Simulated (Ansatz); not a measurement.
# Fields on a plane of TiO2 (rutile)

```
CELL_PARAMETERS angstrom
      4.64340     0.00000     0.00000
      0.00000     4.64340     0.00000
      0.00000     0.00000     2.96385
ATOMIC_POSITIONS crystal
  Ti 0.00000 0.00000 0.00000
  Ti 0.50000 0.50000 0.50000
  O  0.30513 0.30513 0.00000
  O  0.80513 0.19487 0.50000
  O  0.19487 0.80513 0.50000
  O  0.69487 0.69487 0.00000
```

The slice is a (-1 2 0) plane (indices of the conventional cell) through the point (0.195, 0.805, 0.500) (fractional), spanned by u = [001] and v = [210] in vectors of this cell: u (2.96 Å) and v (10.38 Å, at 90° to u). It covers one period; positions are fractions (u, v).

Atoms on it: Ti at (0.00, 0.66), 0.2 Å off the plane; O at (0.50, 0.54), 0.2 Å off the plane; O at (0.00, 0.00). Other atoms lie within 1 Å of the plane.

Computed with PBE (plane waves to 420 eV, PAW, scalar-relativistic; Ansatz, a program for electronic structure). k mesh 7×7×11. Near the nuclei the fields are pseudised (PAW); where an atom keeps semicore shells as valence, they peak there. TiO2 is run without spin polarisation. TiO2 was relaxed with its symmetry unable to fall.

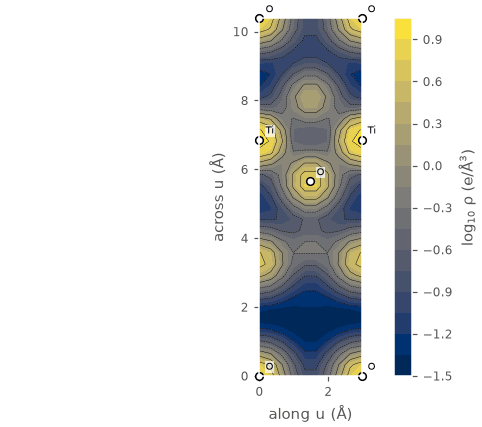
Figure. Log₁₀ of the valence density in e/Å³, one period of the plane, atoms marked. The scale is logarithmic, as a density can span decades between atoms and voids.

```
|xxx:..:xx|
|xx=-..-=x|
|###+==+##|
|@%%#**#%%|
|%%%#**#%%|
|*##*xx*##|
|.-=xxxx=-|
|   .xx.  |
|xx  --  x|
|xxx :: xx|
|xxx .. xx|
|xxx .. xx|
|xx xxxx x|
|   xxxx  |
|-==xxxx==|
|##*xxxx*#|
|%%#=::=#%|
|##+:  :+#|
|+=:    :=|
|xx      x|
|xxx    xx|
|xxx    xx|
|xx=:  :=x|
|**#*++*#*|
|@@@%%%%@@|
|@@@@@@@@@|
|@@@@@@@@@|
|@@@@@@@@@|
|#%@%%%%@%|
|xx*####*x|
|xxx++++xx|
|xxx-::-xx|
```
Scale: ten equal steps from 2.00 (start of ' ') to 10.33 (end of '@'), in the order ' .:-=+*#%@'. Values: electrostatic potential energy of an electron, from the cell's mean, in eV. The map has 9 points along u (one character each, u = 0 at the left) and 32 along v (v = 0 in the bottom row). Points within 0.8 Å of a nucleus are blanked (x), as the pseudised field means little there. Values under 2 eV are set to 2. The zero, the cell's mean, hangs on the PAW cores.

| Item | Value |
|---|---|
| Element round which the density of the highest valence band (whole band, smooth part) is largest on this plane | O |
| Element round which the density of the lowest conduction band (whole band as if filled, smooth part) is largest on this plane | Ti |
